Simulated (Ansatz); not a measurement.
# SiCO (triplet): trial inputs and their diagnosis at a displaced geometry (v1)

4 inputs are run for SiCO (triplet) as typed; the log has to tell whether the result can be used and what must change.

Computed with Ansatz 0.2.0, Gaussian basis. Level: the settings change from run to run.

25 further runs of the same task are left out: 3 for a known fault of the program, 8 that didn't finish, 14 set aside as unsound or not needed.

## 1. What is computed

The geometry is a PBE0/def2-TZVP stationary point (not a proven minimum) with its atoms shifted at random (size 0.040 Å).

3 atoms, charge 0, spin multiplicity 3.

Atoms are counted from 1 here; the program's logs count them from 0.

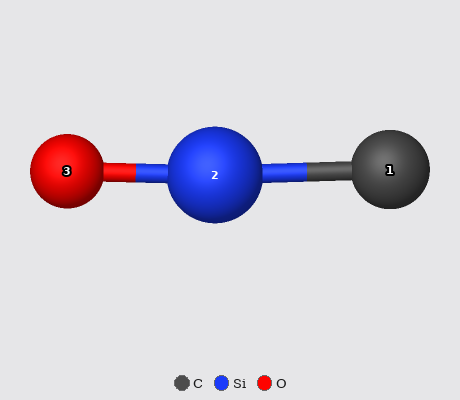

The structure; carbon dark grey, silicon blue, oxygen red; atoms are numbered from 1 in the order of the file.

## 2. Try 1

in.yaml

```yaml
crystal:
  periodic: [false, false, false]
  atoms:
    - {symbol: C, position_ang: [-0.015433, -0.009008, 1.748840]}
    - {symbol: Si, position_ang: [-0.016266, -0.025151, -0.098213]}
    - {symbol: O, position_ang: [0.031698, 0.034159, -1.650627]}
basis:
  gaussian: {orbitals: cc-pVDZ}
magnetization: {spin_polarized: false, initial_magnetization: 2}
correlation: {method: fic_mrcisd_q, electrons: outside_noble_gas, active_space: {window: {electrons: 4, orbitals: 4}, states: [{multiplicity: 3, weights: [1, 1]}], root: 5}}
accuracy: high
```

Run with:

```
> ansatz run in.yaml --threads 1 --pin off --events-out ev --progress --plain --max-ram 2393MiB
```

What it wrote:

```text
Error: the active space averages no state 5, counted from zero
```

Run time: 0.03 s. Hardware: 1 thread of Arm Neoverse V2, shared host.

Diagnosis: The run was refused. The root asked for lies beyond the states averaged. Fix: average more states or name a lower root.

## 3. Try 2

in.yaml

```yaml
crystal:
  periodic: [false, false, false]
  atoms:
    - {symbol: C, position_ang: [-0.015433, -0.009008, 1.748840]}
    - {symbol: Si, position_ang: [-0.016266, -0.025151, -0.098213]}
    - {symbol: O, position_ang: [0.031698, 0.034159, -1.650627]}
basis:
  gaussian: {orbitals: 6-31G}
magnetization: {spin_polarized: false, initial_magnetization: 2}
correlation: {active_space: {window: {electrons: 6, orbitals: 4}, fixed_orbitals: true, states: [{multiplicity: 3, weights: [0.5, 0.5, 1]}], root: 2}}
nroots: 3
```

Same command.

What it wrote:

```text
Error: YAML parse error: error: line 11 column 1: unknown field `nroots`, expected one of crystal, accuracy, basis, kpoints, hamiltonian, magnetization, projection, total_charge, correlation, batch, efield, external_charges, scf, relax, neb, saddle, md, ramp, phonons, dielectric, real_time, elastic, magnetic_configurations, gw, evaluate, workflow, output, checkpoint, execution
  --> <input>:11:1
   |
 9 | magnetization: {spin_polarized: false, initial_magnetization: 2}
10 | correlation: {active_space: {window: {electrons: 6, orbitals: 4},…
11 | nroots: 3
   | ^ unknown field `nroots`, expected one of crystal, accuracy, basis, kpoints, hamiltonian, magnetization, projection, total_charge, correlation, batch, efield, external_charges, scf, relax, neb, saddle, md, ramp, phonons, dielectric, real_time, elastic, magnetic_configurations, gw, evaluate, workflow, output, checkpoint, execution
```

Run time: 0.03 s. Hardware: 1 thread of Arm Neoverse V2, shared host.

**Diagnosis.** The run was refused. The input holds a key that the program doesn't read here. Cure: remove it or spell it as the reference does.

## 4. Try 3

in.yaml

```yaml
crystal:
  periodic: [false, false, false]
  atoms:
    - {symbol: C, position_ang: [-0.015433, -0.009008, 1.748840]}
    - {symbol: Si, position_ang: [-0.016266, -0.025151, -0.098213]}
    - {symbol: O, position_ang: [0.031698, 0.034159, -1.650627]}
basis:
  gaussian: {orbitals: cc-pVDZ}
magnetization: {spin_polarized: true, initial_magnetization: 3}
hamiltonian: {xc: hf}
output: {forces: true, orbitals: {seedname: orbitals}}
```

The command is unchanged.

What it wrote:

```text
Error: a molecule whose nuclei and cores have a total charge of 28 cannot have a net charge of 0 together with 3 unpaired electrons
```

Run time: 0.03 s. Hardware: 1 thread of Arm Neoverse V2, shared host.

Diagnosis: The run was refused. The number of unpaired electrons doesn't fit the electron count. Cure: make charge and initial_magnetization agree.

## 5. Try 4

in.yaml

```yaml
crystal:
  periodic: [false, false, false]
  atoms:
    - {symbol: C, position_ang: [-0.029164, -0.017022, 3.304783]}
    - {symbol: Si, position_ang: [-0.030738, -0.047528, -0.185593]}
    - {symbol: O, position_ang: [0.059900, 0.064550, -3.119190]}
basis:
  gaussian: {orbitals: STO-3G}
magnetization: {spin_polarized: false, initial_magnetization: 2}
correlation: {method: fic_mrcisd_q_relaxed, electrons: outside_noble_gas, active_space: {window: {electrons: 2, orbitals: 6}}}
```

The command is unchanged.

What it wrote:

```text
Functional definition: HF
  name "HF"
  cite "Fock, Z. Phys. 61, 126 (1930) doi:10.1007/BF01340294"
  parent pbe
  exchange = exact_x
  correlation = 0
217 factors; integrals over basis functions are off by at most 2.6e-5 eV
mean field evaluation 1: about -10750.4762 eV, gradient 2.1e1 eV
mean field evaluation 2: about -10750.4848 eV, gradient 2.1e1 eV
mean field evaluation 4: about -10722.9789 eV, gradient 2.2e1 eV
mean field evaluation 8: about -10781.9282 eV, gradient 9.0e0 eV
mean field evaluation 16: about -10783.0436 eV, gradient 8.9e-4 eV
mean field evaluation 32: about -10783.4275 eV, gradient 1.5e-2 eV
mean field evaluation 64: about -10783.4277 eV, gradient 1.8e-2 eV
mean field evaluation 96: about -10783.4275 eV, gradient 1.1e-3 eV
mean field evaluation 128: about -10783.4275 eV, gradient 2.9e-3 eV
mean field evaluation 160: about -10783.4271 eV, gradient 1.2e-3 eV
mean field evaluation 192: about -10783.4271 eV, gradient 5.6e-4 eV
mean field evaluation 224: about -10783.4278 eV, gradient 1.1e-3 eV
mean field evaluation 256: about -10783.4278 eV, gradient 1.6e-2 eV
mean field evaluation 288: about -10783.3497 eV, gradient 1.8e-4 eV
mean field evaluation 320: about -10783.3676 eV, gradient 1.7e-1 eV
mean field evaluation 352: about -10783.3511 eV, gradient 2.9e-2 eV
mean field evaluation 384: about -10783.4276 eV, gradient 1.7e-2 eV
mean field evaluation 416: about -10783.4081 eV, gradient 1.4e-2 eV
mean field -10783.42777930 eV, -396.2836616194 hartree, gradient 7.1e-7 eV, S^2 2.000000; 24 other end points of the search recorded, 0 dependent functions left out
[... 1 line left out ...]
state -10783.42777930 eV, -396.2836616194 hartree
contracted CI cycle   1: correlation 0.00000000 eV, 0.0000000000 hartree, residual 6.59e0 eV
contracted CI cycle   2: correlation -1.80448600 eV, -0.0663136375 hartree, residual 9.80e-1 eV
contracted CI cycle   3: correlation -1.85127035 eV, -0.0680329305 hartree, residual 8.69e-1 eV
contracted CI cycle   4: correlation -1.91474784 eV, -0.0703656854 hartree, residual 8.98e-1 eV
contracted CI cycle   5: correlation -1.96667327 eV, -0.0722739098 hartree, residual 5.95e-1 eV
contracted CI cycle   6: correlation -1.98631869 eV, -0.0729958654 hartree, residual 3.96e-1 eV
contracted CI cycle   7: correlation -2.01869259 eV, -0.0741855842 hartree, residual 1.39e0 eV
contracted CI cycle   8: correlation -1.95488358 eV, -0.0718406464 hartree, residual 5.16e-1 eV
contracted CI cycle   9: correlation -1.96306736 eV, -0.0721413949 hartree, residual 2.01e-1 eV
contracted CI cycle  10: correlation -1.96772914 eV, -0.0723127122 hartree, residual 2.97e-1 eV
contracted CI cycle  11: correlation -1.97256735 eV, -0.0724905131 hartree, residual 1.70e-1 eV
contracted CI cycle  12: correlation -1.97360360 eV, -0.0725285945 hartree, residual 8.40e-2 eV
contracted CI cycle  13: correlation -1.97385795 eV, -0.0725379416 hartree, residual 6.21e-2 eV
contracted CI cycle  14: correlation -1.97437558 eV, -0.0725569642 hartree, residual 1.07e-1 eV
contracted CI cycle  15: correlation -1.97559383 eV, -0.0726017342 hartree, residual 2.03e-1 eV
contracted CI cycle  16: correlation -1.95302978 eV, -0.0717725205 hartree, residual 1.55e0 eV
contracted CI cycle  17: correlation -1.97292949 eV, -0.0725038215 hartree, residual 2.01e-1 eV
contracted CI cycle  18: correlation -1.97446040 eV, -0.0725600812 hartree, residual 1.26e-1 eV
contracted CI cycle  19: correlation -1.97526397 eV, -0.0725896119 hartree, residual 7.61e-2 eV
contracted CI cycle  20: correlation -1.97563225 eV, -0.0726031462 hartree, residual 7.70e-2 eV
contracted CI cycle  21: correlation -1.97648266 eV, -0.0726343981 hartree, residual 1.69e-1 eV
contracted CI cycle  22: correlation -1.97356714 eV, -0.0725272548 hartree, residual 1.92e-1 eV
contracted CI cycle  23: correlation -1.97470670 eV, -0.0725691328 hartree, residual 9.73e-2 eV
contracted CI cycle  24: correlation -1.97509728 eV, -0.0725834864 hartree, residual 5.46e-2 eV
[... 743 lines left out ...]
contracted CI cycle 253: correlation -2.10602623 eV, -0.0773950366 hartree, residual 8.09e-4 eV
contracted CI cycle 254: correlation -2.10602629 eV, -0.0773950385 hartree, residual 7.65e-4 eV
contracted CI cycle 255: correlation -2.10602635 eV, -0.0773950409 hartree, residual 1.02e-3 eV
contracted CI cycle 256: correlation -2.10602669 eV, -0.0773950534 hartree, residual 3.60e-3 eV
contracted CI cycle 257: correlation -2.10602599 eV, -0.0773950277 hartree, residual 2.38e-3 eV
contracted CI cycle 258: correlation -2.10602618 eV, -0.0773950348 hartree, residual 8.81e-4 eV
contracted CI cycle 259: correlation -2.10602623 eV, -0.0773950364 hartree, residual 5.97e-4 eV
contracted CI cycle 260: correlation -2.10602626 eV, -0.0773950375 hartree, residual 5.74e-4 eV
contracted CI cycle 261: correlation -2.10602630 eV, -0.0773950391 hartree, residual 8.75e-4 eV
contracted CI cycle 262: correlation -2.10602654 eV, -0.0773950478 hartree, residual 3.23e-3 eV
contracted CI cycle 263: correlation -2.10602610 eV, -0.0773950316 hartree, residual 1.51e-3 eV
contracted CI cycle 264: correlation -2.10602619 eV, -0.0773950350 hartree, residual 6.92e-4 eV
contracted CI cycle 265: correlation -2.10602622 eV, -0.0773950362 hartree, residual 4.95e-4 eV
contracted CI cycle 266: correlation -2.10602624 eV, -0.0773950369 hartree, residual 5.06e-4 eV
contracted CI cycle 267: correlation -2.10602628 eV, -0.0773950382 hartree, residual 7.12e-4 eV
contracted CI cycle 268: correlation -2.10602641 eV, -0.0773950432 hartree, residual 2.22e-3 eV
contracted CI cycle 269: correlation -2.10602611 eV, -0.0773950320 hartree, residual 1.60e-3 eV
contracted CI cycle 270: correlation -2.10602620 eV, -0.0773950352 hartree, residual 6.07e-4 eV
contracted CI cycle 271: correlation -2.10602622 eV, -0.0773950361 hartree, residual 4.42e-4 eV
contracted CI cycle 272: correlation -2.10602624 eV, -0.0773950367 hartree, residual 4.19e-4 eV
contracted CI cycle 273: correlation -2.10602626 eV, -0.0773950374 hartree, residual 5.25e-4 eV
contracted CI cycle 274: correlation -2.10602631 eV, -0.0773950395 hartree, residual 1.31e-3 eV
contracted CI cycle 275: correlation -2.10602614 eV, -0.0773950332 hartree, residual 1.39e-3 eV
contracted CI cycle 276: correlation -2.10602620 eV, -0.0773950355 hartree, residual 5.14e-4 eV
contracted CI cycle 277: correlation -2.10602622 eV, -0.0773950361 hartree, residual 3.49e-4 eV
contracted CI cycle 278: correlation -2.10602623 eV, -0.0773950364 hartree, residual 3.11e-4 eV
contracted CI cycle 279: correlation -2.10602624 eV, -0.0773950369 hartree, residual 4.15e-4 eV
contracted CI cycle 280: correlation -2.10602628 eV, -0.0773950381 hartree, residual 1.02e-3 eV
contracted CI cycle 281: correlation -2.10602617 eV, -0.0773950341 hartree, residual 1.21e-3 eV
contracted CI cycle 282: correlation -2.10602621 eV, -0.0773950357 hartree, residual 3.81e-4 eV
contracted CI cycle 283: correlation -2.10602622 eV, -0.0773950361 hartree, residual 2.70e-4 eV
contracted CI cycle 284: correlation -2.10602623 eV, -0.0773950363 hartree, residual 2.64e-4 eV
contracted CI cycle 285: correlation -2.10602623 eV, -0.0773950366 hartree, residual 3.25e-4 eV
contracted CI cycle 286: correlation -2.10602626 eV, -0.0773950375 hartree, residual 8.63e-4 eV
contracted CI cycle 287: correlation -2.10602619 eV, -0.0773950349 hartree, residual 8.73e-4 eV
contracted CI cycle 288: correlation -2.10602621 eV, -0.0773950358 hartree, residual 3.22e-4 eV
contracted CI cycle 289: correlation -2.10602622 eV, -0.0773950360 hartree, residual 2.27e-4 eV
contracted CI cycle 290: correlation -2.10602622 eV, -0.0773950362 hartree, residual 2.15e-4 eV
contracted CI cycle 291: correlation -2.10602623 eV, -0.0773950364 hartree, residual 2.66e-4 eV
contracted CI cycle 292: correlation -2.10602624 eV, -0.0773950370 hartree, residual 6.69e-4 eV
contracted CI cycle 293: correlation -2.10602619 eV, -0.0773950348 hartree, residual 1.03e-3 eV
contracted CI cycle 294: correlation -2.10602621 eV, -0.0773950359 hartree, residual 3.07e-4 eV
contracted CI cycle 295: correlation -2.10602622 eV, -0.0773950360 hartree, residual 1.93e-4 eV
contracted CI cycle 296: correlation -2.10602622 eV, -0.0773950361 hartree, residual 1.72e-4 eV
contracted CI cycle 297: correlation -2.10602623 eV, -0.0773950363 hartree, residual 2.04e-4 eV
contracted CI cycle 298: correlation -2.10602623 eV, -0.0773950366 hartree, residual 4.49e-4 eV
contracted CI cycle 299: correlation -2.10602620 eV, -0.0773950352 hartree, residual 9.46e-4 eV
contracted CI cycle 300: correlation -2.10602622 eV, -0.0773950359 hartree, residual 2.43e-4 eV
state -10783.04361611 eV, -396.2695438827 hartree; corrected -10785.59125507 eV, -396.3631678874 hartree
state -10783.42777930 eV, -396.2836616194 hartree; corrected -10785.77105978 eV, -396.3697755888 hartree
Total energy: -10785.77105978 eV, -396.3697755888 hartree
```

Wall time 11 s (1 thread of Arm Neoverse V2, shared host).

**Diagnosis.** The run converged, which proves nothing about the input. The coordinates are scaled by the bohr-ångström factor. The shortest distance is 2.94 Å, against 1.55 Å in the geometry of step 1. Its energy belongs to another geometry. Fix: restore the coordinates in ångström.

## 6. Summary

```
try                          level      ended                                                            cause    time
  1          MRCISD+Q(4,4)/cc-pVDZ    refused               the root asked for lies beyond the states averaged  0.03 s
  2               CASCI(6,4)/6-31G    refused         the input holds a key that the program doesn't read here  0.03 s
  3                     HF/cc-pVDZ    refused  the number of unpaired electrons doesn't fit the electron count  0.03 s
  4  MRCISD+Q(relaxed)(2,6)/STO-3G  converged           the coordinates are scaled by the bohr-ångström factor    11 s
```

3 refused, 1 converged. The input that converges on a wrong geometry or spin is the dangerous one: no error points at it, so geometry and ⟨S²⟩ have to be checked.
